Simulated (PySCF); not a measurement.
C₅H₁₀InNO (InEt2(NCO))

```json
{"atom": "In", "x (Å)": "0.1954", "y (Å)": "0.4201", "z (Å)": "-0.0019"}
{"atom": "C", "x (Å)": "2.2266", "y (Å)": "0.0968", "z (Å)": "0.6653"}
{"atom": "C", "x (Å)": "2.5735", "y (Å)": "-1.3715", "z (Å)": "0.8639"}
{"atom": "H", "x (Å)": "2.3452", "y (Å)": "0.6721", "z (Å)": "1.5989"}
{"atom": "H", "x (Å)": "2.8912", "y (Å)": "0.5779", "z (Å)": "-0.0711"}
{"atom": "H", "x (Å)": "3.6107", "y (Å)": "-1.4941", "z (Å)": "1.2190"}
{"atom": "H", "x (Å)": "1.9141", "y (Å)": "-1.8553", "z (Å)": "1.6003"}
{"atom": "H", "x (Å)": "2.4771", "y (Å)": "-1.9479", "z (Å)": "-0.0690"}
{"atom": "C", "x (Å)": "-1.1774", "y (Å)": "1.9523", "z (Å)": "-0.6620"}
{"atom": "C", "x (Å)": "-2.5994", "y (Å)": "1.4465", "z (Å)": "-0.8592"}
{"atom": "H", "x (Å)": "-0.7607", "y (Å)": "2.3659", "z (Å)": "-1.5959"}
{"atom": "H", "x (Å)": "-1.1328", "y (Å)": "2.7706", "z (Å)": "0.0754"}
{"atom": "H", "x (Å)": "-3.2651", "y (Å)": "2.2506", "z (Å)": "-1.2161"}
{"atom": "H", "x (Å)": "-2.6473", "y (Å)": "0.6278", "z (Å)": "-1.5929"}
{"atom": "H", "x (Å)": "-3.0306", "y (Å)": "1.0543", "z (Å)": "0.0745"}
{"atom": "N", "x (Å)": "-0.8103", "y (Å)": "-1.4002", "z (Å)": "-0.0121"}
{"atom": "C", "x (Å)": "-1.2233", "y (Å)": "-2.5247", "z (Å)": "0.0178"}
{"atom": "O", "x (Å)": "-1.6436", "y (Å)": "-3.6242", "z (Å)": "0.0427"}
```

Geometry: PBE0-D3(BJ)/def2-SVP; core potentials replace the inner electrons of In.

Theory: CAM-B3LYP/def2-SVPD, SCF density, gas phase, scalar-relativistic core potentials on the heavy atoms in PySCF.

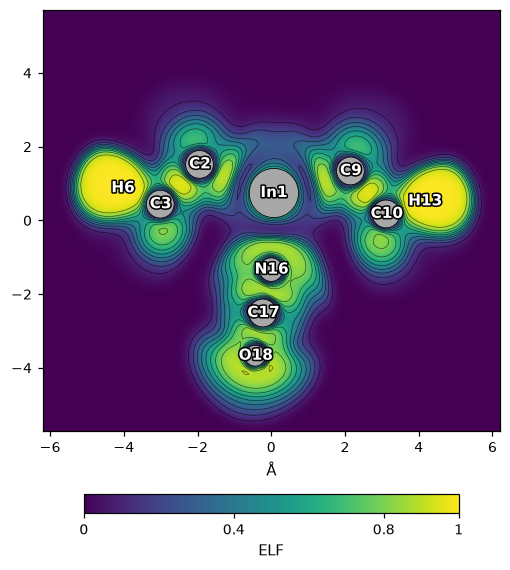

Figure 1. Electron localisation function on the plane of atoms C2, In1 and N16. Grey discs cover the atomic cores.

Q: Describe what can be read from this map.

A:
- The section cuts through In, C, H, N and O sites.
- C–O (1.18 Å): the ELF peaks at about 0.85 between the atoms: a short, multiple covalent bond.
- C–N (1.20 Å): the ELF peaks at about 0.85 between the atoms; a short, multiple covalent bond.
- C–C (1.52 Å): the ELF peaks at about 0.95 between the atoms, as expected for localised, covalent bonding.
- In–N (2.08 Å): the ELF peaks at about 0.90 in the valence shell of N, 0.6 Å from its nucleus, and drops to about 0.10 between the two atoms.
- C–In (2.16 Å): the ELF peaks at about 0.90 in the valence shell of C, 0.7 Å from its nucleus, and drops to about 0.20 between the two atoms.
- The ELF also peaks beside O18, away from the bonds: lone-pair regions.

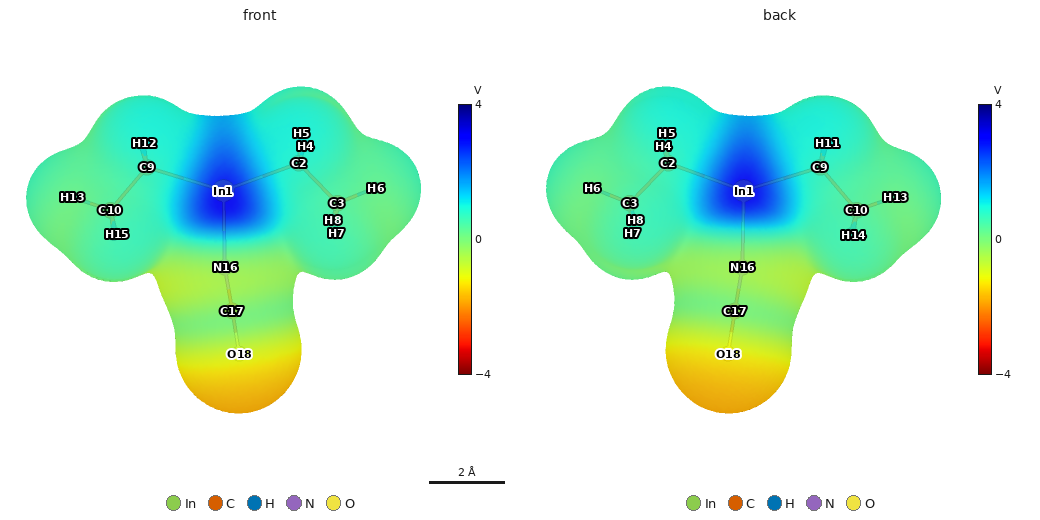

Figure 2. The electrostatic potential painted on the density surface at 0.002 e/bohr³, seen from the front and from behind; red is negative and blue positive.

Q: Where is the surface potential most negative and most positive?

A: The most negative region (about −1.8 V) lies over O18, the most positive (about +2.9 V) over In1. O18 is the likeliest acceptor of a hydrogen bond.

Q: How polar is the molecule by this calculation?

A: Its dipole moment is 5.53 D.
